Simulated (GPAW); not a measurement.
# MnGe15 (Ge32 Mn2 d4p00): which magnetic order is lowest, part 2 of 2

Does MnGe15 (Ge32 Mn2 d4p00) prefer parallel or opposed moments, or none?

GPAW 26.7.0; PBE; plane waves with GPAW's PAW setups, scalar-relativistic.

So far. Step 2 (Order 1, typed as ferro ++): After 34 cycles the largest moment stands at 3.19 μB.

### Step 3. Start 2: antiferro +-

Reversing part of the moments tests the sign of the couplings between them.

Input file order2.py:

```python
import json
import numpy as np
from ase import Atoms
from ase.parallel import paropen, parprint
from gpaw import GPAW

atoms = Atoms(['Mn', 'Ge', 'Mn', 'Ge', 'Ge', 'Ge', 'Ge', 'Ge', 'Ge', 'Ge', 'Ge', 'Ge', 'Ge', 'Ge', 'Ge', 'Ge', 'Ge', 'Ge', 'Ge', 'Ge', 'Ge', 'Ge', 'Ge', 'Ge', 'Ge', 'Ge', 'Ge', 'Ge', 'Ge', 'Ge', 'Ge', 'Ge'],
    cell=[[11.316, 0.0, 0.0],
         [0.0, 11.316, 0.0],
         [0.0, 0.0, 5.658]],
    scaled_positions=[[0.0, 0.0, 0.0],
         [0.125, 0.125, 0.25],
         [0.0, 0.25, 0.5],
         [0.125, 0.375, 0.75],
         [0.25, 0.0, 0.5],
         [0.375, 0.125, 0.75],
         [0.25, 0.25, 0.0],
         [0.375, 0.375, 0.25],
         [0.0, 0.5, 0.0],
         [0.125, 0.625, 0.25],
         [0.0, 0.75, 0.5],
         [0.125, 0.875, 0.75],
         [0.25, 0.5, 0.5],
         [0.375, 0.625, 0.75],
         [0.25, 0.75, 0.0],
         [0.375, 0.875, 0.25],
         [0.5, 0.0, 0.0],
         [0.625, 0.125, 0.25],
         [0.5, 0.25, 0.5],
         [0.625, 0.375, 0.75],
         [0.75, 0.0, 0.5],
         [0.875, 0.125, 0.75],
         [0.75, 0.25, 0.0],
         [0.875, 0.375, 0.25],
         [0.5, 0.5, 0.0],
         [0.625, 0.625, 0.25],
         [0.5, 0.75, 0.5],
         [0.625, 0.875, 0.75],
         [0.75, 0.5, 0.5],
         [0.875, 0.625, 0.75],
         [0.75, 0.75, 0.0],
         [0.875, 0.875, 0.25]],
    pbc=True,
    magmoms=[4.5, 0.0, -4.5, 0.0, 0.0, 0.0, 0.0, 0.0, 0.0, 0.0, 0.0, 0.0, 0.0, 0.0, 0.0, 0.0, 0.0, 0.0, 0.0, 0.0, 0.0, 0.0, 0.0, 0.0, 0.0, 0.0, 0.0, 0.0, 0.0, 0.0, 0.0, 0.0])
atoms.calc = GPAW(mode={'name': 'pw', 'ecut': 450},
    xc='PBE',
    kpts={'size': (3, 3, 5), 'gamma': True},
    occupations={'name': 'fermi-dirac', 'width': 0.05},
    convergence={'density': 1e-05, 'energy': 1e-05},
    maxiter=200,
    mixer={'name': 'pulay', 'beta': 0.05, 'nmaxold': 6, 'weight': 50},
    symmetry={'tolerance': 1e-4},
    txt='order2.txt')
e = atoms.get_potential_energy(force_consistent=True)
res = {'free_energy': e, 'energy_sigma0': atoms.get_potential_energy(), 'fermi_energy': atoms.calc.get_fermi_level()}
res['moments'] = atoms.get_magnetic_moments().tolist()
res['total'] = atoms.get_magnetic_moment()
parprint('site moments (muB):', np.round(res['moments'], 3))
parprint(f"total moment: {res['total']:.3f} muB")
parprint(f'free energy: {e:.6f} eV')
atoms.calc.write('order2.gpw')
with paropen('results.json', 'w') as f:
    json.dump(res, f)
```

Command:

```sh
> OMP_NUM_THREADS=1 mpirun -n 4 gpaw python order2.py > order2.log
```

Numbers of over 12 decimals in the logs are rounded to 6 here.

Output:

```text
site moments (muB): [ 3.22e+00  0.00e+00 -3.22e+00  4.80e-02  1.00e-03  0.00e+00 -1.00e-03
  0.00e+00 -3.00e-03  0.00e+00  3.00e-03 -4.80e-02 -2.00e-03 -0.00e+00
  2.00e-03 -0.00e+00 -1.00e-03  0.00e+00  1.00e-03  0.00e+00  1.00e-03
  0.00e+00 -1.00e-03  4.80e-02 -3.00e-03 -0.00e+00  3.00e-03 -0.00e+00
 -2.00e-03  0.00e+00  2.00e-03 -4.80e-02]
total moment: 0.000 muB
free energy: -150.817318 eV

--- order2.txt ---
Input parameters:
  mode=PW(ecut=450),
  convergence={'density': 1e-05, 'energy': 1e-05},
  kpts=MonkhorstPack(size=(3, 3, 5), gamma=True),
  maxiter=200,
  mixer=Pulay(name='pulay', nmaxold=6, beta=0.05, weight=50, sigma=0.015, g_ss=None),
  occupations=Occupations(name='fermi-dirac', width=0.05),
  symmetry=Symmetry(tolerance=0.0001),
  xc=XC(name='PBE')

Diagonalizing LCAO Hamiltonian
Converting LCAO to pw mode
        .---------------------------.
       /|                           |
      / |                           |
     /  |  Ge            Ge         |
    /   |       Ge            Ge    |
   /  Ge|           Ge              |
  /    Ge         Ge Ge         Ge  |
 *      .--Ge------------Ge---------.
 |     / Ge Ge         Ge Ge       /
 | Mn /      Ge  Ge        Ge     /
 |   Ge Ge    Ge   Ge Ge    Ge   /
 |  /Ge            Ge           /
 | /      Ge            Ge     /
 |/                           /
 Mn------------Ge------------*

Atoms  # Å, Bohr magnetons
|    | symbol |        x |        y |        z |    initial magnetic moments |
|----|--------|----------|----------|----------|-----------------------------|
|  0 |     Mn | 0.000000 | 0.000000 | 0.000000 | ( 0.0000,  0.0000,  4.5000) |
|  1 |     Ge | 1.414500 | 1.414500 | 1.414500 | ( 0.0000,  0.0000,  0.0000) |
|  2 |     Mn | 0.000000 | 2.829000 | 2.829000 | ( 0.0000,  0.0000, -4.5000) |
|  3 |     Ge | 1.414500 | 4.243500 | 4.243500 | ( 0.0000,  0.0000,  0.0000) |
|  4 |     Ge | 2.829000 | 0.000000 | 2.829000 | ( 0.0000,  0.0000,  0.0000) |
|  5 |     Ge | 4.243500 | 1.414500 | 4.243500 | ( 0.0000,  0.0000,  0.0000) |
|  6 |     Ge | 2.829000 | 2.829000 | 0.000000 | ( 0.0000,  0.0000,  0.0000) |
|  7 |     Ge | 4.243500 | 4.243500 | 1.414500 | ( 0.0000,  0.0000,  0.0000) |
|  8 |     Ge | 0.000000 | 5.658000 | 0.000000 | ( 0.0000,  0.0000,  0.0000) |
|  9 |     Ge | 1.414500 | 7.072500 | 1.414500 | ( 0.0000,  0.0000,  0.0000) |
| 10 |     Ge | 0.000000 | 8.487000 | 2.829000 | ( 0.0000,  0.0000,  0.0000) |
| 11 |     Ge | 1.414500 | 9.901500 | 4.243500 | ( 0.0000,  0.0000,  0.0000) |
| 12 |     Ge | 2.829000 | 5.658000 | 2.829000 | ( 0.0000,  0.0000,  0.0000) |
| 13 |     Ge | 4.243500 | 7.072500 | 4.243500 | ( 0.0000,  0.0000,  0.0000) |
[...]
| 24 |     Ge | 5.658000 | 5.658000 | 0.000000 | ( 0.0000,  0.0000,  0.0000) |
| 25 |     Ge | 7.072500 | 7.072500 | 1.414500 | ( 0.0000,  0.0000,  0.0000) |
| 26 |     Ge | 5.658000 | 8.487000 | 2.829000 | ( 0.0000,  0.0000,  0.0000) |
| 27 |     Ge | 7.072500 | 9.901500 | 4.243500 | ( 0.0000,  0.0000,  0.0000) |
| 28 |     Ge | 8.487000 | 5.658000 | 2.829000 | ( 0.0000,  0.0000,  0.0000) |
| 29 |     Ge | 9.901500 | 7.072500 | 4.243500 | ( 0.0000,  0.0000,  0.0000) |
| 30 |     Ge | 8.487000 | 8.487000 | 0.000000 | ( 0.0000,  0.0000,  0.0000) |
| 31 |     Ge | 9.901500 | 9.901500 | 1.414500 | ( 0.0000,  0.0000,  0.0000) |

Unit cell  # Å
| periodic |         x |         y |        z |   lengths |    angles |
|----------|-----------|-----------|----------|-----------|-----------|
|      yes | 11.316000 |  0.000000 | 0.000000 | 11.316000 | 90.000000 |
|      yes |  0.000000 | 11.316000 | 0.000000 | 11.316000 | 90.000000 |
|      yes |  0.000000 |  0.000000 | 5.658000 |  5.658000 | 90.000000 |

Number of symmetries: 2

BZ-sampling:
  Number of BZ points: 45
  Number of IBZ points: 16

  Monkhorst-Pack size: [3, 3, 5]
  Monkhorst-Pack shift: [0, 0, 0]

Plane wave coefficients: 15740
Cutoff: 450.000000 eV

Spin-components: 2 (collinear spins)
Bands:           94
Projectors:      162
Spin-degeneracy: 1
Datatype:        complex128

Parallelization:
  kpt:    4
  domain: 1
  band:   1

Density:
  Valence electrons: 150.0
  Components: 2
  Grid points: [56 56 28]
  Charge: 0.0  # |e|

Potential:
  Grid points: [56 56 28]

[... setups left out ...]
Reference energy: -1775957.311721  # eV

eigensolver:
  PPCG
  Converge bands: occupied
  niter=2

density mixing:
  Pulay-Mixer
  Linear mixing parameters: 0.05
  Old densities: 6
  Fourier metric: weight=50, sigma=0.015

occupation numbers:
  Fermi-Dirac:
    width: 0.0500  # eV

poisson solver:
  ecut: 3600.000000  # eV

xc functional:
  name: PBE with 2 nearest neighbor stencil

convergence criteria:
- Maximum integral of absolute [dens]ity change: 1e-05 electrons / valence electron
- Maximum [total energy] change in last 3 cyles: 1e-05 eV / valence electron
- Maximum integral of absolute [eigenst]ate change: 4e-08 eV^2 / valence electron
maximum number of iterations: 200

SCF iterations
|iter     |      energy | eigst |  dens |  magmom |
|---------|-------------|-------|-------|---------|
|iter:   1|       0s | -151.865782 | +0.05 |       |  +0.0000|
|iter:   2|      40s | -150.809485 | -1.30 | -0.88 |  +0.0000|
|iter:   3|      81s | -150.762680 | -2.30 | -0.96 |  +0.0000|
|iter:   4|     122s | -150.923543 | -1.31 | -0.99 |  +0.0000|
|iter:   5|     159s | -150.825052 | -2.70 | -1.64 |  +0.0000|
|iter:   6|     203s | -150.818165 | -1.90 | -1.66 |  +0.0000|
|iter:   7|     241s | -150.765480 | -2.98 | -1.82 |  +0.0000|
|iter:   8|     280s | -150.782192 | -3.23 | -1.90 |  -0.0000|
|iter:   9|     315s | -150.765909 | -3.20 | -2.08 |  -0.0000|
|iter:  10|     344s | -150.769721 | -4.38 | -2.33 |  -0.0000|
[... 16 iterations left out ...]
|iter:  27|     836s | -150.771309c| -7.76c| -4.18 |  -0.0000|
|iter:  28|     867s | -150.771307c| -7.49c| -4.24 |  -0.0000|
|iter:  29|     884s | -150.771304c| -8.27c| -4.47 |  -0.0000|
|iter:  30|     901s | -150.771298c| -7.61c| -4.50 |  -0.0000|
|iter:  31|     914s | -150.771299c| -7.78c| -4.71 |  -0.0000|
|iter:  32|     928s | -150.771298c| -8.18c| -4.76 |  +0.0000|
|iter:  33|     943s | -150.771299c| -8.34c| -4.83 |  -0.0000|
|iter:  34|     957s | -150.771299c| -8.68c| -4.88 |  -0.0000|
|iter:  35|     971s | -150.771299c| -8.46c| -4.93 |  +0.0000|
|iter:  36|     986s | -150.771299c| -8.54c| -5.13c|  +0.0000|

Converged in 36 steps
Energy contributions relative to reference atoms: (reference = -1775957.311721)

Energy contributions:
  Kinetic:         403.806308
  Coulomb:        -360.421195
  Zero:              0.463281
  External:          0.000000
  Xc:             -194.573673
  Entropy:          -0.092039
  Spinorbit:         0.000000
  ----------------------------
  Free energy:    -150.817318
  Extrapolated:   -150.771299

dipole moment: (-124.472342, -135.875259, -141.792942)  # |e|*Ang

Total magnetic moment: (0.000000, 0.000000, 0.000000)

Local magnetic moments
|        x |        y |         z |
|----------|----------|-----------|
| 0.000000 | 0.000000 |  3.220181 |  # Mn   0
| 0.000000 | 0.000000 |  0.000000 |  # Ge   1
| 0.000000 | 0.000000 | -3.220181 |  # Mn   2
| 0.000000 | 0.000000 |  0.047955 |  # Ge   3
| 0.000000 | 0.000000 |  0.001042 |  # Ge   4
| 0.000000 | 0.000000 |  0.000000 |  # Ge   5
| 0.000000 | 0.000000 | -0.001042 |  # Ge   6
| 0.000000 | 0.000000 |  0.000121 |  # Ge   7
| 0.000000 | 0.000000 | -0.002866 |  # Ge   8
| 0.000000 | 0.000000 |  0.000000 |  # Ge   9
| 0.000000 | 0.000000 |  0.002866 |  # Ge  10
| 0.000000 | 0.000000 | -0.047955 |  # Ge  11
[...]
| 0.000000 | 0.000000 | -0.002632 |  # Ge  24
| 0.000000 | 0.000000 | -0.000000 |  # Ge  25
| 0.000000 | 0.000000 |  0.002632 |  # Ge  26
| 0.000000 | 0.000000 | -0.000121 |  # Ge  27
| 0.000000 | 0.000000 | -0.001967 |  # Ge  28
| 0.000000 | 0.000000 |  0.000000 |  # Ge  29
| 0.000000 | 0.000000 |  0.001967 |  # Ge  30
| 0.000000 | 0.000000 | -0.047955 |  # Ge  31

Fermi level: 5.548
Eigenvalues  # (at kpt = [0.000, 0.000, 0.000])
| band index |      eig [eV] | occ [0-1] |      eig [eV] | occ [0-1] |
|------------|---------------|-----------|---------------|-----------|
|          0 |       -75.282 |     1.000 |       -75.282 |     1.000 |
|        ... |               |           |               |           |
|         66 |         4.022 |     1.000 |         4.022 |     1.000 |
|         67 |         4.092 |     1.000 |         4.092 |     1.000 |
|         68 |         4.358 |     1.000 |         4.358 |     1.000 |
|         69 |         4.423 |     1.000 |         4.423 |     1.000 |
|         70 |         4.635 |     1.000 |         4.635 |     1.000 |
|         71 |         4.849 |     1.000 |         4.849 |     1.000 |
|         72 |         4.966 |     1.000 |         4.966 |     1.000 |
|         73 |         5.087 |     1.000 |         5.087 |     1.000 |
|         74 |         5.757 |     0.015 |         5.757 |     0.015 |
|         75 |         5.788 |     0.008 |         5.788 |     0.008 |
|         76 |         6.043 |     0.000 |         6.043 |     0.000 |
|         77 |         6.053 |     0.000 |         6.053 |     0.000 |
|         78 |         6.177 |     0.000 |         6.177 |     0.000 |
|         79 |         6.468 |     0.000 |         6.468 |     0.000 |
|         80 |         6.630 |     0.000 |         6.630 |     0.000 |
|         81 |         6.718 |     0.000 |         6.718 |     0.000 |
|        ... |               |           |               |           |
|         93 |         8.003 |     0.000 |         8.003 |     0.000 |

No gap
No difference between direct/indirect transitions
```

Elapsed: 18 min, on 4 MPI ranks of Intel Xeon at 2.70GHz, shared host; peak memory 2.6 GiB; 70 min of CPU time.

Spin moment in the augmentation sphere by element, in μB:

| element | atoms | mean | spread (r.m.s.) | least | largest |
| --- | --- | --- | --- | --- | --- |
| Mn | 2 | 0.00 | 3.22 | -3.22 | 3.22 |
| Ge | 30 | 0.00 | 0.02 | -0.05 | 0.05 |

The atoms farthest from the mean of their element:

| atom | x, y, z (Å) | spin moment in the augmentation sphere (μB) |
| --- | --- | --- |
| Mn1 | 0.00, 0.00, 0.00 | 3.22 |
| Mn3 | 0.00, 2.83, 2.83 | -3.22 |
| Ge4 | 1.41, 4.24, 4.24 | 0.05 |
| Ge12 | 1.41, 9.90, 4.24 | -0.05 |
| Ge32 | 9.90, 9.90, 1.41 | -0.05 |
| Ge24 | 9.90, 4.24, 1.41 | 0.05 |
| Ge9 | 0.00, 5.66, 0.00 | 0.00 |
| Ge11 | 0.00, 8.49, 2.83 | 0.00 |

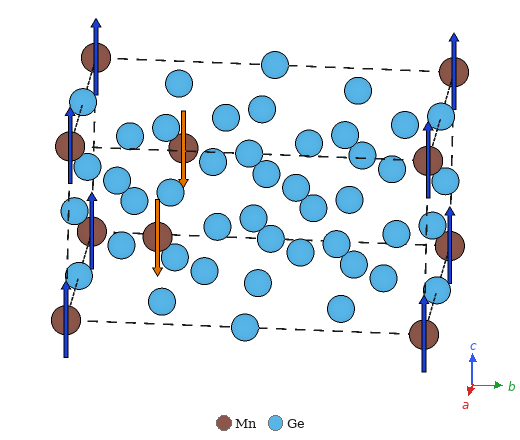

Spin moment in the augmentation sphere as arrows, the longest 3.22 μB. Up and down stand for the sign. Arrows give size and sign along the axis of quantisation, drawn up and down the page. The two directions have two colours. Some periodic images of atoms are drawn too.

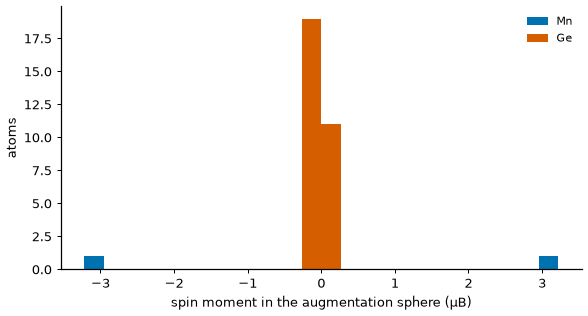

Spin moment in the augmentation sphere as a stacked histogram.

This step gave:

| Property | Result |
| --- | --- |
| magnetization | 0 μB |
| final state | antiferromagnetic |

It lies 163 meV a seeded atom over the first start, and its largest moment is 3.22 μB against 3.19 μB.

### Step 4. The states side by side

These are free energies at a smearing of 0.05 eV, so its entropy term is in the differences. They are divided by the number of seeded atoms, so that cells of unlike size compare.

Orders:

| start | final state | typed order kept | energy over the lowest (meV a seeded atom) | largest site moment (μB) | net moment (μB a primitive cell) | mesh matched | CPU time (s) |
| --- | --- | --- | --- | --- | --- | --- | --- |
| ferro ++ | ferromagnetic | yes | 0 | 3.191 | 6.111 | yes | 5368 |
| antiferro +- | antiferromagnetic | yes | 163.2 | 3.22 | 0 | yes | 4219 |

### Step 5. Summary of results

```json
{
  "lowest state found": "ferromagnetic (typed ferro ++)",
  "largest site moment": "3.19 μB",
  "next state": "antiferromagnetic, 163 meV a seeded atom higher"
}
```

In words: The lowest state found is ferromagnetic, reached from the start ferro ++, with moments up to 3.19 μB. The next state costs 163 meV a seeded atom. Only 2 starts are shown; other collinear patterns, canted and longer-period orders are not.

[Logs and program files are shortened in this print: banners, set-up blocks, solver, clock and traceback lines can be left out without a mark of their own.]

[Logs are printed without paths, hosts, clocks, repeated set-up lines and the standing remarks that a program may print on its own settings, such as how far it seeks lower states.]

[Hosts, paths, dates, database ids (printed as entryN), source tags and the programs' standing remarks are cut or masked in the printed files.]

[Where a cell is said to come from a database of computed structures, the database is the Materials Project.]
